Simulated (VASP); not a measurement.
Shape and ions are relaxed at each volume.

Energy against volume of Zn (hcp). Computed with PW91 GGA, VASP's PBE PAW potentials (set 64) (plane waves; VASP 6.6.1).

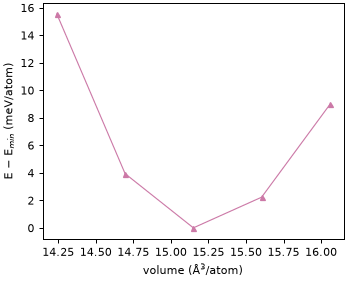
Energy against volume

Question: Estimate the equilibrium volume and the bulk modulus.

Answer: The minimum lies near 15.2 Å³/atom, and the curvature gives B0 of about 69 GPa.

Measured: bulk modulus 69.7 GPa at 0 K (computed value off by -1.2 %), as given by Vázquez-Parga, Fernández-Martínez, Viñes, J. Chem. Theory Comput. (2023), doi:10.1021/acs.jctc.3c00612, Supporting … [zero-point energy and finite temperature contributions removed].

The compound is Zn in the hcp structure. It was relaxed first.
